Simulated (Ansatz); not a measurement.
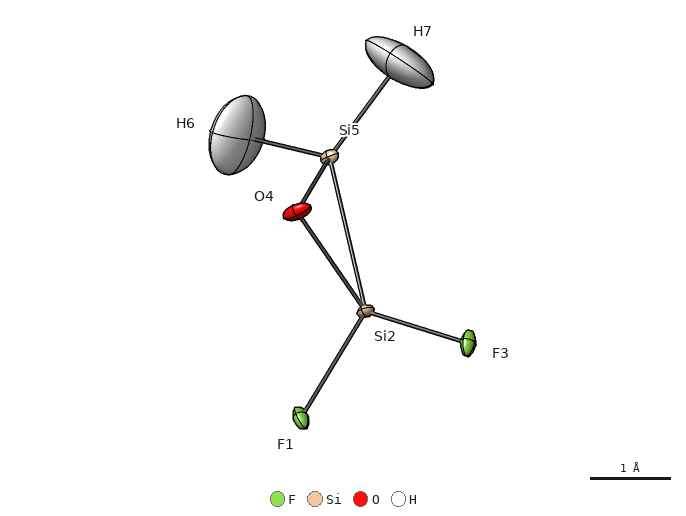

Displacement ellipsoids at the 50 % level, enlarged 1.5 times, from the internal vibrations of the free molecule (harmonic, no overall translation or rotation; no half-axis is drawn under 0.075 Å). Vibrations computed with RKS PBE0-D4/def2-TZVP (Ansatz 0.2.0). Temperature: 400 K.

List U_eq and the three principal root-mean-square amplitudes for each kind of atom.

```json
{"atom": "F1, F3", "U_eq (Å²)": "0.0035", "rms amplitudes (Å)": "0.041, 0.050, 0.080"}
{"atom": "Si2", "U_eq (Å²)": "0.0018", "rms amplitudes (Å)": "0.027, 0.048, 0.049"}
{"atom": "O4", "U_eq (Å²)": "0.0037", "rms amplitudes (Å)": "0.039, 0.046, 0.087"}
{"atom": "Si5", "U_eq (Å²)": "0.0017", "rms amplitudes (Å)": "0.024, 0.039, 0.055"}
{"atom": "H6, H7", "U_eq (Å²)": "0.0323", "rms amplitudes (Å)": "0.095, 0.197, 0.222"}
```
